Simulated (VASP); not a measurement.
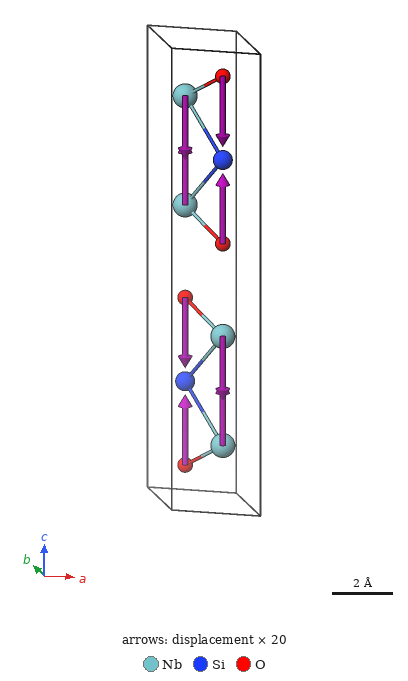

A relaxation of a crystal of Nb₂SiO₂ (a generated structure, set up in P6_3/mmc). The starting structure is drawn; purple arrows show the displacements (the part carried along by the change of the cell is left out), magnified 20 times.

Style: ball-and-stick. Shown: the cell of the calculation, slightly off an axis.

The run lets cell and atoms move.

Computed with Kohn-Sham DFT of a periodic cell, PBE, VASP PAW PBE potentials, recommended (VASP 6.6.1).

Input file:
```
PREC = Accurate
ENCUT = 520
EDIFF = 1E-6
ISMEAR = 0
SIGMA = 0.1
LREAL = False
LASPH = True
NELM = 120
ALGO = Normal
ISIF = 3
LWAVE = False
LCHARG = False
GGA = PE
IBRION = 2
NSW = 90
EDIFFG = -0.01
KPAR = 4
```

Command:
```bash
cat potpaw_PBE.64/Nb_sv/POTCAR potpaw_PBE.64/Si/POTCAR potpaw_PBE.64/O/POTCAR > POTCAR
mpirun -np 4 vasp_std > vasp.out
```

Question: What did the optimiser do to the structure, and how much energy did it gain?

Answer: After 22 geometry steps the energy has fallen by 54.7 meV per atom. Largest force component: 0.85 eV/Å at the start, 0.0041 eV/Å at the end. Pressure: 7.06 GPa at the start and −0.02 GPa at the end. The largest moves relative to the cell, 0.12 Å, are those of O atoms. Largest moves by element: O 0.12 Å, Nb 0.11 Å. Si stays in place. The drawn cell changes as follows: a = b 3.100 → 3.020 Å (−2.6 %), c 16.167 → 18.214 Å (+12.7 %); the volume changes by +6.9 %. Some distances before and after: Nb–Nb 3.100 → 3.020 Å, Nb–Si 2.618 → 2.683 Å, Nb–O 2.060 → 2.082 Å. Bond angles that change, for instance: Nb–Si–Nb 93.7° → 98.9°, Nb–O–Nb 97.6° → 93.0°, Nb–Si–Nb 72.6° → 68.5°. The space group stays P6_3/mmc (No. 194). At step 1 the optimiser overshot: the energy rose above the start, and later steps came back.
